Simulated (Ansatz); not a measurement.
# H5O3Si (charge +1): molecular dynamics

Aim: follow the molecule's vibrations and see whether its bonds hold. The start is relaxed first. Runs: 300 steps of 0.25 fs under a Nosé-Hoover thermostat at 300 K. SMILES of the start: O[SiH](O)[OH2+].

Program: Ansatz 0.2.0. Level of theory: RKS B3LYP-D4/STO-3G. These are calculated values, not measurements.

**1. Starting point**

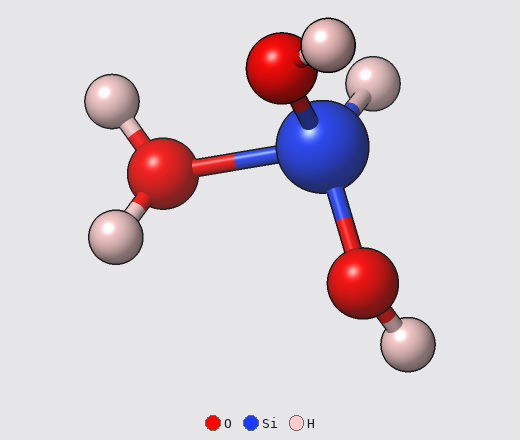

Start, viewed from a chosen angle; oxygen red, silicon blue, hydrogen pink.

As a file:

```xyz
9

O    -0.2047    0.6699   -1.4666
Si    0.1542    0.5396    0.0712
O     1.5305   -0.2098    0.3192
O    -0.9358   -0.8872    0.5710
H    -0.8319    1.2215   -1.9293
H    -0.2967    1.5034    1.0334
H     2.4143    0.0237    0.0426
H    -1.0388   -1.5902   -0.0904
H    -0.7910   -1.2708    1.4489
```

**2. Relaxing the start**

Contents of input.yaml:

```yaml
crystal:
  periodic: [false, false, false]
  atoms:
    - { symbol: O, position_ang: [-0.20471, 0.6699, -1.4666] }
    - { symbol: Si, position_ang: [0.15415, 0.53962, 0.07116] }
    - { symbol: O, position_ang: [1.53052, -0.20981, 0.31923] }
    - { symbol: O, position_ang: [-0.93583, -0.8872, 0.57103] }
    - { symbol: H, position_ang: [-0.83186, 1.22146, -1.92929] }
    - { symbol: H, position_ang: [-0.29672, 1.5034, 1.03338] }
    - { symbol: H, position_ang: [2.41431, 0.02365, 0.04262] }
    - { symbol: H, position_ang: [-1.0388, -1.5902, -0.09043] }
    - { symbol: H, position_ang: [-0.79104, -1.27081, 1.4489] }
total_charge: 1
basis:
  gaussian: { orbitals: STO-3G }
hamiltonian:
  xc: b3lyp
  dispersion: d4
relax:
  f_tol: 0.02
  max_steps: 40
scf:
  lower_state_search: "off"
```

Run with:

```console
$ ansatz run input.yaml --threads 1 --pin off --max-ram 2048MiB --backend cpu --events-out ev --progress --plain --runs-dir out
```

Standard output (excerpt; [...] marks lines left out):

```text
Warning: RAYON_NUM_THREADS=1 ignored (pool sized by the plan → 1); use --threads N
[...]
Functional definition: B3LYP
[...]
410 factors; integrals over basis functions are off by at most 1.6e-5 eV
[...]
mean field -13917.83369346 eV, -511.4709543881 hartree, gradient 3.3e-6 eV, S^2 0.000000; 0 other end points of the search recorded, 0 dependent functions left out
[...]
reference -13917.83389326 eV, -511.4709617307 hartree; 21, 21 occupied and 8, 8 virtual orbitals, 410 factors
relax step   1: F+E_penalty+E_count = -13918.03947777 eV  Δ(F+E_penalty+E_count) = +0.000e0 eV  max|allowed force component| = 3.222e0 eV/Å  Δτ_max = 0.0000 Å  (12 SCF iters, accepted)
[...]
relax step   5: F+E_penalty+E_count = -13918.69921209 eV  Δ(F+E_penalty+E_count) = -6.123e-2 eV  max|allowed force component| = 4.796e-1 eV/Å  Δτ_max = 0.0750 Å  (18 SCF iters, accepted)
[...]
relax step   9: F+E_penalty+E_count = -13918.75628348 eV  Δ(F+E_penalty+E_count) = -8.270e-3 eV  max|allowed force component| = 1.255e0 eV/Å  Δτ_max = 0.1462 Å  (24 SCF iters, accepted)
[...]
relax step  13: F+E_penalty+E_count = -13918.81397397 eV  Δ(F+E_penalty+E_count) = -1.092e-3 eV  max|allowed force component| = 8.285e-2 eV/Å  Δτ_max = 0.0160 Å  (18 SCF iters, accepted)
[...]
relax step  15: F+E_penalty+E_count = -13918.81461163 eV  Δ(F+E_penalty+E_count) = -6.377e-4 eV  max|allowed force component| = 3.394e-2 eV/Å  Δτ_max = 0.0128 Å  (19 SCF iters, accepted)
[...]
relax step  16: F+E_penalty+E_count = -13918.81483675 eV  Δ(F+E_penalty+E_count) = -2.251e-4 eV  max|allowed force component| = 1.362e-2 eV/Å  Δτ_max = 0.0127 Å  (19 SCF iters, accepted)
Total energy: -13918.81502682 eV, -511.5070177240 hartree
Atom 0 at    -0.140359     0.504973    -1.521297 Å, force    -0.010586     0.003449    -0.005658 eV/Å
Atom 1 at     0.133722     0.620613     0.123398 Å, force     0.004093    -0.013620     0.000788 eV/Å
Atom 2 at     1.637298     0.103100     0.617398 Å, force     0.006910    -0.002049     0.009797 eV/Å
Atom 3 at    -0.889406    -0.877576     0.593434 Å, force     0.010068    -0.001712    -0.000387 eV/Å
Atom 4 at    -0.703413     1.295113    -1.829161 Å, force     0.005428    -0.001094     0.003765 eV/Å
Atom 5 at    -0.450347     1.613209     1.001844 Å, force    -0.005337     0.001562    -0.005412 eV/Å
Atom 6 at     2.127126    -0.289220    -0.186627 Å, force    -0.010079     0.002643    -0.001609 eV/Å
Atom 7 at    -1.143523    -1.509167    -0.158052 Å, force    -0.000508     0.007363     0.001457 eV/Å
Atom 8 at    -0.571079    -1.461036     1.359062 Å, force     0.000012     0.003458    -0.002741 eV/Å
Dipole moment:    -0.467225    -0.417277     0.033720 e Å
Checks for a lower state left out: stability, starts, cluster_reference, orbital_swaps, neighbouring_geometries, increment
```

Run time: 16 s. Hardware: 1 thread of Arm Neoverse V2, shared host; peak memory 0.094 GiB.

Relaxation path:

```csv
step,energy from step 1 (eV),largest force component (eV/Å)
1,0.0000,3.2221
2,-0.3157,1.4862
3,-0.4964,1.3196
4,-0.5985,1.8353
5,-0.6597,0.4796
6x,-0.6491,1.1912
7,-0.6873,0.1640
8,-0.7085,0.3097
9,-0.7168,1.2553
10,-0.7586,0.6273
11x,-0.7041,1.0085
12,-0.7734,0.1053
13,-0.7745,0.0829
14x,-0.7741,0.2217
15,-0.7751,0.0339
16,-0.7754,0.0136
```

Step 1 is the start. 3 steps were tried and not accepted (marked x).

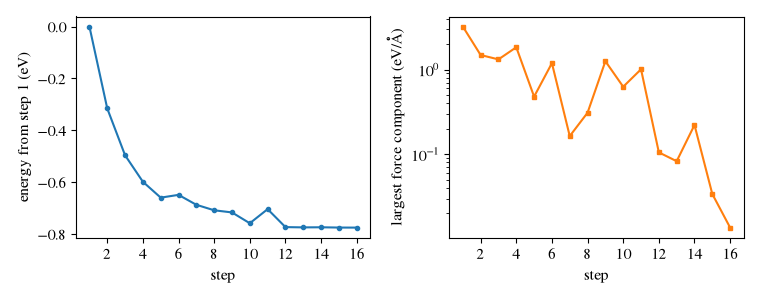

How energy and force went from step to step.

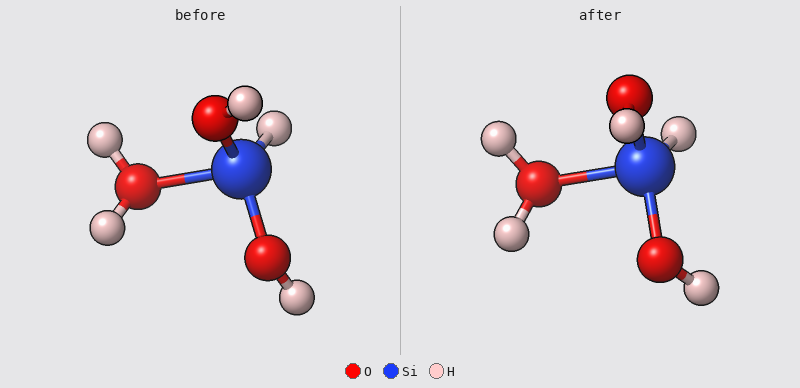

Before and after, at one scale.

After: Bond lengths: O1–Si2 1.671 Å, Si2–O3 1.665 Å, Si2–O4 1.874 Å, O1–H5 1.018 Å, Si2–H6 1.448 Å, O3–H7 1.020 Å, O4–H8 1.014 Å, O4–H9 1.014 Å. Angles: O1–Si2–O3 114.7°, O1–Si2–O4 95.9°, O1–Si2–H6 125.3°, O3–Si2–O4 99.8°, O3–Si2–H6 113.4°, O4–Si2–H6 100.1°, Si2–O1–H5 109.5°, Si2–O3–H7 108.6°, Si2–O4–H8 116.7°, Si2–O4–H9 118.6°, H8–O4–H9 106.3°.

**3. The run**

300 steps of 0.25 fs under a Nosé-Hoover thermostat at 300 K, from the relaxed start.

Contents of input.yaml:

```yaml
crystal:
  periodic: [false, false, false]
  atoms:
    - { symbol: O, position_ang: [-0.140359, 0.504973, -1.521297] }
    - { symbol: Si, position_ang: [0.133722, 0.620613, 0.123398] }
    - { symbol: O, position_ang: [1.637298, 0.1031, 0.617398] }
    - { symbol: O, position_ang: [-0.889406, -0.877576, 0.593434] }
    - { symbol: H, position_ang: [-0.703413, 1.295113, -1.829161] }
    - { symbol: H, position_ang: [-0.450347, 1.613209, 1.001844] }
    - { symbol: H, position_ang: [2.127126, -0.28922, -0.186627] }
    - { symbol: H, position_ang: [-1.143523, -1.509167, -0.158052] }
    - { symbol: H, position_ang: [-0.571079, -1.461036, 1.359062] }
total_charge: 1
basis:
  gaussian: { orbitals: STO-3G }
hamiltonian:
  xc: b3lyp
  dispersion: d4
md:
  timestep: 0.25
  n_steps: 300
  ensemble: nvt_nose_hoover
  temperature: 300.0
  initial_velocities: maxwell_boltzmann
  seed: 805105
scf:
  lower_state_search: "off"
```

Run with:

```console
$ ansatz run input.yaml --threads 1 --pin off --max-ram 2048MiB --backend cpu --events-out ev --progress --plain --runs-dir out
```

Standard output (excerpt; [...] marks lines left out):

```text
Warning: RAYON_NUM_THREADS=1 ignored (pool sized by the plan → 1); use --threads N
[...]
[... 1 set-up line as earlier in the session ...]
[...]
408 factors; integrals over basis functions are off by at most 1.4e-5 eV
[...]
mean field -13918.61190347 eV, -511.4995530784 hartree, gradient 5.0e-6 eV, S^2 0.000000; 0 other end points of the search recorded, 0 dependent functions left out
[...]
reference -13918.61209045 eV, -511.4995599500 hartree; 21, 21 occupied and 8, 8 virtual orbitals, 408 factors
md step     0: t =     0.00 fs  T =   300.0 K  F+E_penalty+E_count = -13918.81482263 eV  E_kin = 0.271446 eV  conserved = -13918.54337663 eV  (12 SCF iters)
[...]
md step    20: t =     5.00 fs  T =   171.6 K  F+E_penalty+E_count = -13918.69833040 eV  E_kin = 0.155270 eV  conserved = -13918.54316956 eV  (13 SCF iters)
[...]
md step    40: t =    10.00 fs  T =   134.0 K  F+E_penalty+E_count = -13918.66359408 eV  E_kin = 0.121266 eV  conserved = -13918.54287733 eV  (13 SCF iters)
[...]
md step    60: t =    15.00 fs  T =    99.0 K  F+E_penalty+E_count = -13918.63105148 eV  E_kin = 0.089581 eV  conserved = -13918.54267638 eV  (13 SCF iters)
[...]
md step    78: t =    19.50 fs  T =   134.7 K  F+E_penalty+E_count = -13918.66233346 eV  E_kin = 0.121917 eV  conserved = -13918.54276322 eV  (13 SCF iters)
md step    79: t =    19.75 fs  T =   123.2 K  F+E_penalty+E_count = -13918.65177010 eV  E_kin = 0.111449 eV  conserved = -13918.54272344 eV  (13 SCF iters)
```

**4. The output, continued: dynamics from the start**

The log, continued (excerpt; [...] marks lines left out):

```text
md step    80: t =    20.00 fs  T =   114.9 K  F+E_penalty+E_count = -13918.64421261 eV  E_kin = 0.103963 eV  conserved = -13918.54270485 eV  (13 SCF iters)
[...]
md step   106: t =    26.50 fs  T =   218.4 K  F+E_penalty+E_count = -13918.73648162 eV  E_kin = 0.197591 eV  conserved = -13918.54325988 eV  (14 SCF iters)
[...]
md step   132: t =    33.00 fs  T =   121.9 K  F+E_penalty+E_count = -13918.64592646 eV  E_kin = 0.110314 eV  conserved = -13918.54268331 eV  (13 SCF iters)
[...]
md step   158: t =    39.50 fs  T =   151.2 K  F+E_penalty+E_count = -13918.66915497 eV  E_kin = 0.136851 eV  conserved = -13918.54299076 eV  (13 SCF iters)
[...]
md step   182: t =    45.50 fs  T =   171.3 K  F+E_penalty+E_count = -13918.68358874 eV  E_kin = 0.155032 eV  conserved = -13918.54296735 eV  (13 SCF iters)
md step   183: t =    45.75 fs  T =   158.7 K  F+E_penalty+E_count = -13918.67189997 eV  E_kin = 0.143577 eV  conserved = -13918.54291005 eV  (13 SCF iters)
```

**5. More of the same log: dynamics from the start**

The log, continued (excerpt; [...] marks lines left out):

```text
md step   184: t =    46.00 fs  T =   145.9 K  F+E_penalty+E_count = -13918.66007574 eV  E_kin = 0.131973 eV  conserved = -13918.54285380 eV  (13 SCF iters)
[...]
md step   205: t =    51.25 fs  T =   130.0 K  F+E_penalty+E_count = -13918.64250116 eV  E_kin = 0.117599 eV  conserved = -13918.54276782 eV  (13 SCF iters)
[...]
md step   226: t =    56.50 fs  T =   163.0 K  F+E_penalty+E_count = -13918.66752866 eV  E_kin = 0.147525 eV  conserved = -13918.54276987 eV  (13 SCF iters)
[...]
md step   247: t =    61.75 fs  T =   189.0 K  F+E_penalty+E_count = -13918.68675577 eV  E_kin = 0.171051 eV  conserved = -13918.54301970 eV  (13 SCF iters)
[...]
md step   299: t =    74.75 fs  T =   149.7 K  F+E_penalty+E_count = -13918.63633962 eV  E_kin = 0.135419 eV  conserved = -13918.54280386 eV  (13 SCF iters)
[...]
Atom 0 at    -0.123586     0.519904    -1.505422 Å, force    -0.029517    -0.196324    -0.739115 eV/Å
Atom 1 at     0.134791     0.647710     0.113946 Å, force     0.282286    -0.746689     0.138125 eV/Å
Atom 2 at     1.617557     0.079853     0.605324 Å, force     0.700694    -0.132218    -0.400547 eV/Å
Atom 3 at    -0.890038    -0.902603     0.606857 Å, force    -0.446821    -1.716022    -1.548174 eV/Å
Atom 4 at    -0.791487     1.179057    -1.897686 Å, force     0.098482     0.035967     0.359580 eV/Å
Atom 5 at    -0.419472     1.650125     0.979015 Å, force    -0.227884     0.137597     0.269689 eV/Å
Atom 6 at     2.201175    -0.266337    -0.179751 Å, force    -0.846172     0.372924     0.537735 eV/Å
Atom 7 at    -1.011940    -1.648511    -0.134998 Å, force     0.177641     1.729429     0.970275 eV/Å
Atom 8 at    -0.692163    -1.491190     1.410443 Å, force     0.291291     0.515334     0.412431 eV/Å
Dipole moment:    -0.453907    -0.386052     0.015792 e Å
Checks for a lower state left out: stability, starts, cluster_reference, orbital_swaps, neighbouring_geometries, increment
```

Wall time 4.1 min (1 thread of Arm Neoverse V2, shared host); peak memory 0.077 GiB.

**6. Frames and traces**

The trajectory, every 22 steps (energies from step 0):

```csv
time (fs),T (K),potential energy change (meV/atom),conserved energy change (meV/atom)
0.0,300,0.0,0.00
5.5,149,15.2,0.04
11.0,84,21.9,0.08
16.5,150,15.3,0.05
22.0,138,16.7,0.03
27.5,177,12.9,0.05
33.0,122,18.8,0.08
38.5,144,16.9,0.06
44.0,198,11.8,0.03
49.5,142,17.8,0.04
55.0,188,13.7,0.06
60.5,114,21.7,0.09
66.0,136,20.1,0.07
71.5,248,9.5,0.01
75.0,163,18.5,0.05
```

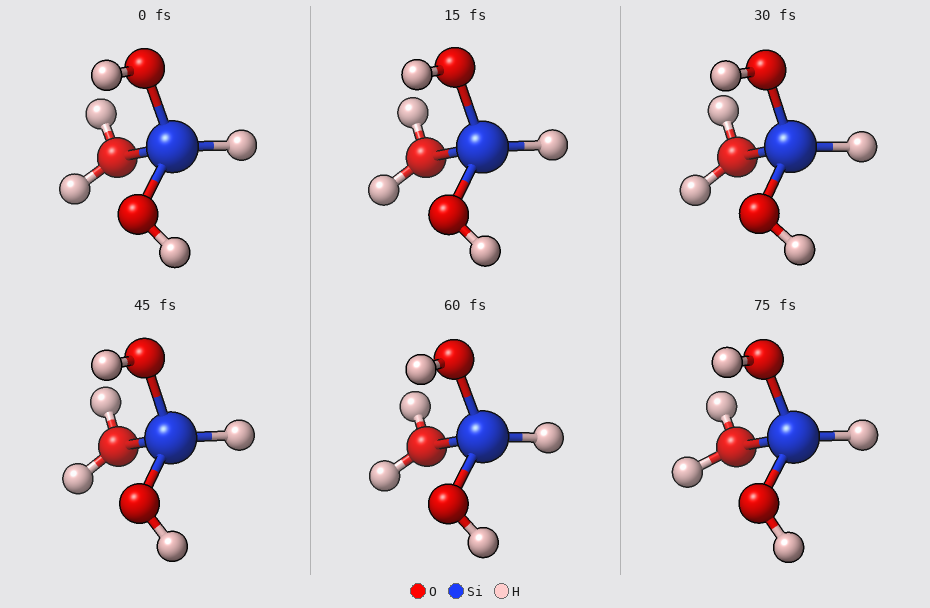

Six frames of the run, seen from a free direction. Sticks join atoms within a bonding distance in each frame.

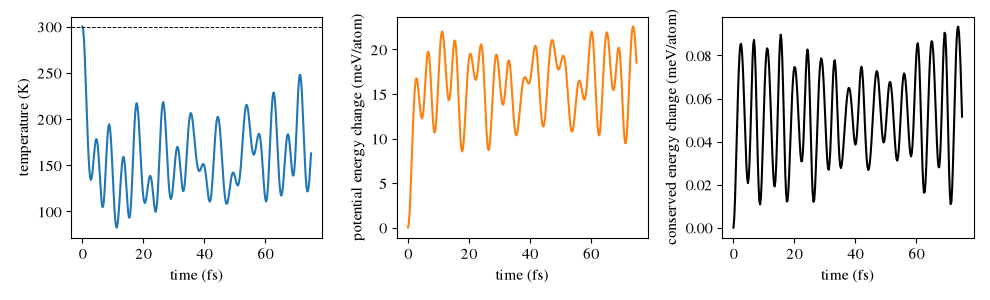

Time series of the run, each on its own scale. The dashed line is the set temperature.

**7. Snapshots as a file**

Extended XYZ, with forces in eV/Å:

```xyz
9
time_fs=9.5 T=168 dE=0.1198
O    -0.131    0.519   -1.532   -0.311    0.464   -0.317
Si    0.127    0.631    0.109    1.138   -1.532    0.572
O     1.674    0.108    0.628   -0.996   -0.004   -1.284
O    -0.926   -0.912    0.618    0.886    0.648    0.817
H    -0.656    1.343   -1.857    0.238   -0.467    0.180
H    -0.417    1.562    1.024   -0.502    0.733    0.458
H     2.095   -0.290   -0.236   -0.039    0.183    0.671
H    -1.173   -1.547   -0.122   -0.058   -0.436   -0.281
H    -0.555   -1.485    1.395   -0.356    0.412   -0.816
9
time_fs=18.8 T=181 dE=0.1106
O    -0.121    0.534   -1.545   -0.234    0.461    0.136
Si    0.139    0.618    0.120   -0.429   -0.284   -0.529
O     1.655    0.123    0.605    0.352   -0.427   -0.373
O    -0.941   -0.916    0.631    1.202   -0.026    1.389
H    -0.641    1.368   -1.872    0.353   -0.650    0.461
H    -0.483    1.612    0.988    0.202   -0.188   -0.064
H     2.186   -0.316   -0.174   -0.759    0.490    0.569
H    -1.171   -1.586   -0.081   -0.181   -0.299   -0.700
H    -0.539   -1.514    1.390   -0.506    0.923   -0.889
9
time_fs=28.0 T=146 dE=0.1455
O    -0.105    0.541   -1.538   -0.638    0.754   -0.204
Si    0.142    0.592    0.118   -1.842    1.086    0.068
O     1.625    0.137    0.593    2.008   -1.133   -0.439
O    -0.928   -0.900    0.636    1.076    0.255    1.350
H    -0.669    1.382   -1.780    0.509   -0.886    0.124
H    -0.479    1.634    0.971    0.415   -0.640   -0.377
H     2.152   -0.300   -0.199   -0.761    0.605    1.023
H    -1.169   -1.526   -0.113   -0.109   -0.626   -0.267
H    -0.540   -1.473    1.422   -0.657    0.584   -1.278
9
time_fs=37.5 T=154 dE=0.1426
O    -0.094    0.546   -1.525   -1.040    0.802   -1.092
Si    0.112    0.577    0.109    0.756    0.769    0.973
O     1.639    0.128    0.604    0.882   -0.906   -1.547
O    -0.895   -0.866    0.629   -0.129   -1.895    0.879
H    -0.726    1.333   -1.789    0.712   -0.921    0.178
H    -0.418    1.580    0.996   -0.250    0.131    0.056
H     2.117   -0.282   -0.252   -0.676    0.643    1.477
H    -1.188   -1.530   -0.085   -0.043    0.264   -0.096
H    -0.599   -1.485    1.415   -0.211    1.114   -0.828
9
time_fs=47.0 T=110 dE=0.1876
O    -0.097    0.547   -1.539   -0.619    0.315   -0.317
Si    0.099    0.587    0.124    1.536   -0.016   -1.019
O     1.654    0.107    0.607    0.206   -0.443   -1.335
O    -0.878   -0.866    0.617   -0.360   -0.832    0.051
H    -0.779    1.246   -1.895    0.689   -0.596    0.715
H    -0.478    1.541    0.994   -0.352    0.668    0.575
H     2.181   -0.278   -0.232   -1.142    0.717    1.286
H    -1.254   -1.500   -0.104    0.485    0.236    1.010
H    -0.590   -1.362    1.471   -0.443   -0.048   -0.967
9
time_fs=56.2 T=161 dE=0.1486
O    -0.100    0.532   -1.548   -0.677    0.716    0.379
Si    0.121    0.613    0.130   -0.272    0.176   -0.639
O     1.632    0.095    0.606    0.970   -0.463   -1.321
O    -0.874   -0.878    0.608   -1.044   -2.121   -0.377
H    -0.827    1.235   -1.799    0.695   -0.622    0.180
H    -0.552    1.564    1.017    0.287   -0.158   -0.187
H     2.134   -0.235   -0.268   -0.843    0.535    1.446
H    -1.274   -1.607   -0.030    0.767    1.498    0.615
H    -0.666   -1.406    1.454    0.118    0.439   -0.096
9
time_fs=65.5 T=120 dE=0.1952
O    -0.106    0.521   -1.527   -0.767    0.728   -0.274
Si    0.141    0.638    0.117   -1.546   -0.007    0.901
O     1.608    0.088    0.605    1.753   -0.583   -1.181
O    -0.883   -0.910    0.613   -0.450    0.148   -1.865
H    -0.833    1.224   -1.752    0.550   -0.537   -0.138
H    -0.515    1.615    1.023    0.400   -0.506   -0.529
H     2.116   -0.212   -0.270   -0.624    0.347    1.415
H    -1.192   -1.577   -0.145    0.735    0.938    1.841
H    -0.693   -1.383    1.483   -0.052   -0.528   -0.171
9
time_fs=75.0 T=163 dE=0.1667
O    -0.124    0.520   -1.505   -0.029   -0.196   -0.739
Si    0.135    0.648    0.114    0.282   -0.747    0.138
O     1.618    0.080    0.605    0.701   -0.132   -0.401
O    -0.890   -0.903    0.607   -0.447   -1.716   -1.548
H    -0.791    1.179   -1.898    0.099    0.036    0.360
H    -0.419    1.650    0.979   -0.228    0.138    0.270
H     2.201   -0.266   -0.180   -0.846    0.373    0.538
H    -1.012   -1.649   -0.135    0.178    1.729    0.970
H    -0.692   -1.491    1.410    0.291    0.515    0.412
```

**8. Outcome**

| quantity | value |
| --- | --- |
| relaxation of the start | 12 moves, 0.775 eV lower |
| length | 300 steps of 0.25 fs |
| temperature, first and last step | 300 and 163 K |
| temperature, second half | mean 160 K, from 108 to 248 K |
| potential energy, second half | +17 meV/atom from the start |
| largest change of the conserved energy | 0.09 meV/atom |
| bonds formed or broken | 0 |

Against a set 300 K the second half averages 160 K with a spread of 34 K; 17 meV/atom has gone into potential energy, and a thermostat that acts over some 100 fs has not made it up in 75 fs. The conserved energy strays from its start by at most 0.09 meV/atom, 0.6 % of the mean kinetic energy, which is good for a step of 0.25 fs. No bond forms or breaks. Averages from a run of 75 fs with 9 atoms are rough. The nuclei move classically, without zero-point motion, which matters most for hydrogen. In so small a basis the energies are only a sketch.
